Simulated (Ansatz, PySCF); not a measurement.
Breaking the Si3–H4 bond in H4Si2 (SMILES [SiH][SiH3]) (multiplicity 1 held, fragments rigid). Energies count from the point at 1.489 Å.
Geometry at that point (charge 0, multiplicity 1):
```tsv
atom	x (Å)	y (Å)	z (Å)
Si	-0.0034	1.0372	0.8259
H	-0.4439	1.8615	-0.3774
Si	0.0292	-0.8910	-0.5979
H	0.9795	-0.6606	-1.7212
H	-1.3262	-1.1003	-1.1784
H	0.4294	-2.1475	0.0843
```

R- and RO- levels are restricted; in cc, def2 and unpolarised 6-31G sets they are followed outwards from rest. Unrestricted levels (U-) break spin symmetry where that is lower. Left out are points that failed, MP2 points in a non-variational dive below the minimum, coupled-cluster points behind a sign of a changed root (a jump of the amplitudes, or a one-step jump against full CI or MRCI), small-basis points behind a change of solution, and semi-empirical points at long bonds. Levels need not reach the same state.

Correlated levels freeze the cores. Rows in 6-31G* carry no dispersion term and start afresh at each structure (6-31G* with six Cartesian d functions).

The values were computed with Ansatz (Gaussian basis) for Hartree–Fock, density functionals and correlated methods; PySCF for 6-31G* rows. 

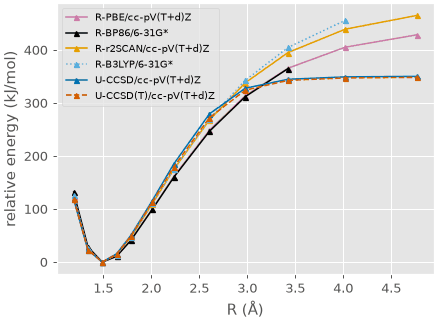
Relative energy along the coordinate

Doubts at one or more of the structures used: a restricted determinant that unrestricted orbitals would lower (R-PBE/cc-pV(T+d)Z, R-BP86/6-31G*, R-r2SCAN/cc-pV(T+d)Z, R-B3LYP/6-31G*); a spin-contaminated determinant (U-CCSD/cc-pV(T+d)Z, U-CCSD(T)/cc-pV(T+d)Z); T1 above 0.05 (U-CCSD/cc-pV(T+d)Z, U-CCSD(T)/cc-pV(T+d)Z); the program's own flag: large difference (U-CCSD/cc-pV(T+d)Z, U-CCSD(T)/cc-pV(T+d)Z).

Ansatz is a first-principles code.
